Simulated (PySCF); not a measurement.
SMILES COc1cc[c]cc1, doublet, GFN2-xTB optimised geometry. Atoms within 1.6 Å of the plane z = 0.6 Å (x, y, z in Å): C1 (0.83, 2.50, 0.00), O2 (1.47, 1.24, 0.00), C3 (0.69, 0.12, 0.00), C4 (1.39, -1.09, 0.00), C5 (0.70, -2.30, 0.00), C6 (-0.66, -2.25, 0.00), C7 (-1.39, -1.10, 0.00), C8 (-0.70, 0.12, 0.00), H9 (1.63, 3.23, 0.00), H10 (0.22, 2.63, -0.90), H11 (0.21, 2.64, 0.89), H12 (2.47, -1.06, 0.00), H13 (1.25, -3.23, 0.00), H14 (-2.47, -1.10, 0.00), H15 (-1.27, 1.04, 0.00).

Level of theory: unrestricted PBE0/def2-TZVP (PySCF).

Map of the electrostatic potential (hartree/e), clipped to [-0.08, 0.12] on the plane z = 0.6 Å:

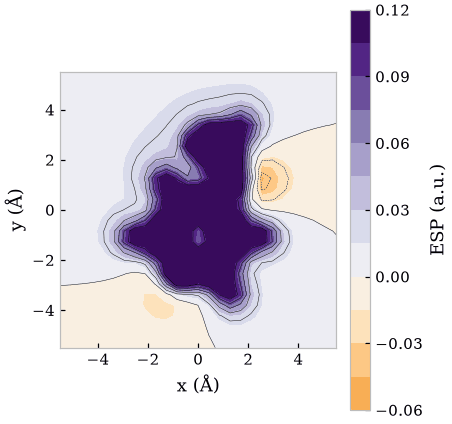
Figure. Electrostatic potential (hartree/e), clipped to [-0.08, 0.12] on the plane z = 0.6 Å.
